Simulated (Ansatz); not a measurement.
# CH6O2Si (SMILES C[SiH](O)O) at revPBE/cc-pVDZ

Aim: the electronic atomisation energy of CH6O2Si at revPBE/cc-pVDZ, from 5 runs. 

The calculation is run with Ansatz 0.2.0.

59 further runs of the same task are left out: 59 set aside as unsound or not needed.

## (1) The structure to begin with

The species is CH6O2Si (10 atoms), meant as a singlet with charge 0. SMILES: `C[SiH](O)O`. Geometry: relaxed at PBE0-D4/def2-TZVP. This is one conformer, not always the lowest.

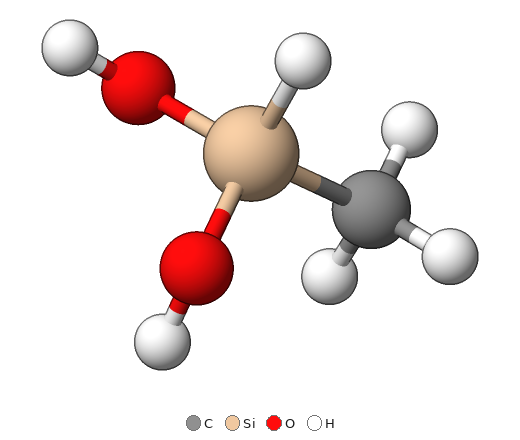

Viewed from a chosen angle; carbon grey, silicon light orange, oxygen red, hydrogen white.

## (2) A single-point energy at revPBE/cc-pVDZ

Contents of input.yaml:

```yaml
crystal:
  periodic: [false, false, false]
  atoms:
    - {symbol: C, position_ang: [-1.293000, 0.347800, -0.146400]}
    - {symbol: Si, position_ang: [0.517500, 0.180000, 0.206800]}
    - {symbol: O, position_ang: [0.650400, -1.156000, 1.160800]}
    - {symbol: O, position_ang: [1.425000, 0.058500, -1.161600]}
    - {symbol: H, position_ang: [-1.681100, -0.549800, -0.635600]}
    - {symbol: H, position_ang: [-1.853400, 0.489100, 0.780800]}
    - {symbol: H, position_ang: [-1.484400, 1.203800, -0.797400]}
    - {symbol: H, position_ang: [1.088600, 1.369900, 0.884700]}
    - {symbol: H, position_ang: [1.521500, -1.366900, 1.499800]}
    - {symbol: H, position_ang: [1.192100, -0.627600, -1.788900]}
basis:
  gaussian:
    orbitals: cc-pVDZ
hamiltonian:
  xc: {name: revPBE}
accuracy: high
output: {orbitals: {seedname: orbitals}}
```

On the command line:

```bash
$ ansatz run input.yaml --threads 1 --pin off --max-ram 3480MiB --events-out events.jsonl --progress --plain --runs-dir runs
```

Standard output:

```text
Warning: RAYON_NUM_THREADS=1 ignored (pool sized by the plan → 1); use --threads N
Functional definition: revPBE
  name "revPBE"
  parameter kappa = 1.245
  parameter beta = 0.06672455060314922
  exchange = pbe_x(kappa = kappa, mu = beta*pi^2/3)
  correlation = pbe_c(beta = beta)
2099 factors; integrals over basis functions are off by at most 3.5e-9 eV
mean field evaluation 1: about -13091.8063 eV, gradient 8.5e1 eV
mean field evaluation 2: about -13064.1491 eV, gradient 1.4e2 eV
mean field evaluation 4: about -13105.3524 eV, gradient 8.1e0 eV
mean field evaluation 8: about -13105.4994 eV, gradient 2.1e-1 eV
mean field evaluation 16: about -13105.4995 eV, gradient 5.1e-6 eV
mean field -13105.49946821 eV, -481.6182222302 hartree, gradient 1.7e-8 eV, S^2 0.000000; 0 other end points of the search recorded, 0 dependent functions left out
reference -13105.49947259 eV, -481.6182223911 hartree; 21, 21 occupied and 69, 69 virtual orbitals, 2099 factors
Total energy: -13105.49947259 eV, -481.6182223911 hartree
```

It took 7.8 s on 1 thread of Arm Neoverse V2, shared host; peak memory 0.24 GiB.

## (3) The C atom, same level

Contents of job.yaml:

```yaml
crystal:
  periodic: [false, false, false]
  atoms:
    - symbol: C
      position_ang: [0.000000, 0.000000, 0.000000]
basis:
  gaussian:
    orbitals: cc-pVDZ
magnetization:
  spin_polarized: true
  initial_magnetization: 2
hamiltonian:
  xc: {name: revPBE}
accuracy: high
```

Run the same way, it converges to -37.83850 Eh (log not shown).

## (4) The H atom, same level

Contents of in.yaml:

```yaml
crystal:
  periodic: [false, false, false]
  atoms:
    - {symbol: H, position_ang: [0.000000, 0.000000, 0.000000]}
basis:
  gaussian:
    orbitals: cc-pVDZ
hamiltonian:
  xc: {name: revPBE}
magnetization:
  spin_polarized: true
  initial_magnetization: 1
accuracy: high
```

Run the same way, it converges to -0.50319 Eh (log not shown).

## (5) The O atom at the same level

Contents of run.yaml:

```yaml
crystal:
  periodic: [false, false, false]
  atoms:
    - {symbol: O, position_ang: [0.000000, 0.000000, 0.000000]}
basis:
  gaussian: {orbitals: cc-pVDZ}
magnetization: {spin_polarized: true, initial_magnetization: 2}
hamiltonian: {xc: {name: revPBE}}
accuracy: high
```

Run the same way, it converges to -75.04337 Eh (log not shown).

## (6) The Si atom at the same level

Contents of molecule.yaml:

```yaml
crystal:
  periodic: [false, false, false]
  atoms:
    - {symbol: Si, position_ang: [0.000000, 0.000000, 0.000000]}
basis:
  gaussian:
    orbitals: cc-pVDZ
magnetization:
  spin_polarized: true
  initial_magnetization: 2
hamiltonian:
  xc: {name: revPBE}
accuracy: high
```

Run the same way, it converges to -289.31204 Eh (log not shown).

## (7) Results

At revPBE/cc-pVDZ:

| quantity | value |
| --- | --- |
| molecule: total energy | -481.61822 Eh |
| molecule: HOMO energy | -6.67 eV |
| molecule: LUMO energy | 0.61 eV |
| molecule: HOMO–LUMO gap | 7.28 eV |
| C atom: total energy | -37.83850 Eh |
| C atom: ⟨S²⟩ | 2.002 |
| H atom: total energy | -0.50319 Eh |
| H atom: ⟨S²⟩ | 0.750 |
| O atom: total energy | -75.04337 Eh |
| O atom: ⟨S²⟩ | 2.002 |
| Si atom: total energy | -289.31204 Eh |
| Si atom: ⟨S²⟩ | 2.004 |
| electronic atomisation energy | 37.056 eV |

In words: Taking the molecule apart into free atoms costs 37.06 eV (855 kcal/mol), before zero-point energy and without spin-orbit coupling.
